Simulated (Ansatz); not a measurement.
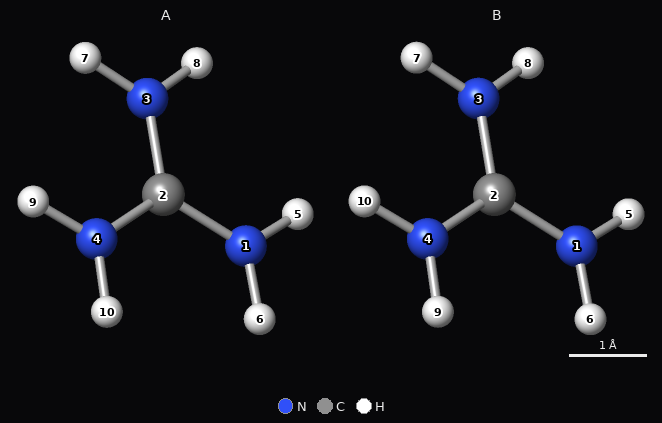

The two relaxed end points of a path for CH6N3 (charge +1). Style: ball-and-stick. Shown at a tilt.

These are results of Ansatz, RKS PBE/def2-SVP, not measurements.

Run with 5 movable images; climbing image; force threshold 0.05 eV/Å; iteration limit 60.

Start:
```xyz
10

N    -1.1273    0.5179   -0.5126
C    -0.0006   -0.0007    0.0007
N     0.5176   -1.1253   -0.5177
N     0.6092    0.6066    1.0309
H    -1.6093    0.0769   -1.2959
H    -1.5403    1.3721   -0.1383
H     1.3724   -1.5393   -0.1458
H     0.0738   -1.6058   -1.3003
H     1.4672    0.2343    1.4378
H     0.2373    1.4631    1.4414
```

End:
```xyz
10

N    -1.1273    0.5179   -0.5126
C    -0.0003   -0.0004    0.0004
N     0.5175   -1.1253   -0.5176
N     0.6099    0.6073    1.0300
H    -1.6094    0.0768   -1.2957
H    -1.5402    1.3723   -0.1385
H     1.3726   -1.5391   -0.1460
H     0.0737   -1.6059   -1.3001
H     0.2369    1.4627    1.4419
H     1.4668    0.2339    1.4383
```

Q: Predict the minimum-energy path and its barrier.

A: The two ends have the same energy, and the highest point, image 3, lies 13.2 kcal/mol above the start. The motion is a rotation about the C2–N4 bond by about 180°. No bond forms or breaks between the ends. Bond angles that change up to the highest image, for instance: C2–N4–H9 121.5° → 113.8°, H9–N4–H10 116.9° → 110.4°. The band converged in 14 iterations. The largest component of the band force went from 19 to 0.049 eV/Å. The climbing image converged on the top of the path. Its vibrational analysis gives one imaginary mode (478i cm⁻¹), as a transition state must have.

Energies of the converged images:

```tsv
image	path (Å)	E (kcal/mol)
0	0.00	0.0
1	0.69	0.6
2	1.37	8.0
3	2.06	13.2
4	2.74	8.0
5	3.43	0.6
6	4.12	0.0
```

The geometry at the top of the path:

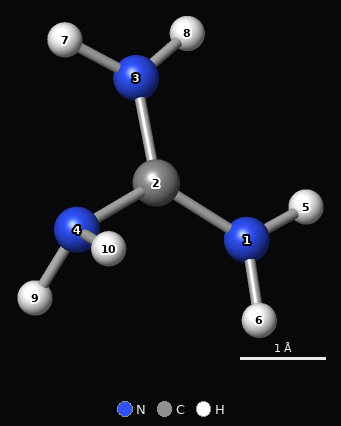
